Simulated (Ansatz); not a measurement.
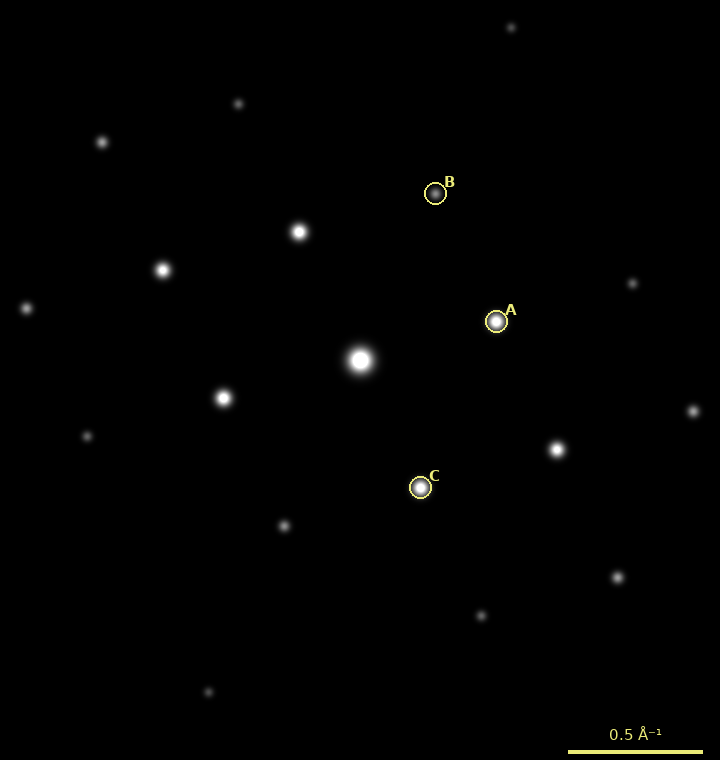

Computed electron diffraction pattern, 200 kV, single scattering only, B = 0.5 Å². The zone axis points towards the electron source and the pattern is seen from the source side.

Co, space group P6_3/mmc (No. 194), a = 2.463 Å, c = 8.018 Å (hexagonal axes). Structure: the end point of a relaxation with DFT, revPBE, plane waves (420 eV) with PAW, scalar-relativistic (Ansatz); the starting structure was generated, so it need not be a known form of this composition.

Spot A is indexed -1 1 2 and spot B -1 0 4.

Question: Index the other marked spot.

Answer: C = A − B = 0 1 -2 (d = 1.883 Å).

Question: Give [uvw].

Answer: The cross product of A and B is parallel to [421]; every spot obeys hu + kv + lw = 0.

Question: What are the spacings of A and B and the angle between them?

Answer: d(A) = 1.883 Å, d(B) = 1.461 Å, and the angle is 49.9°.
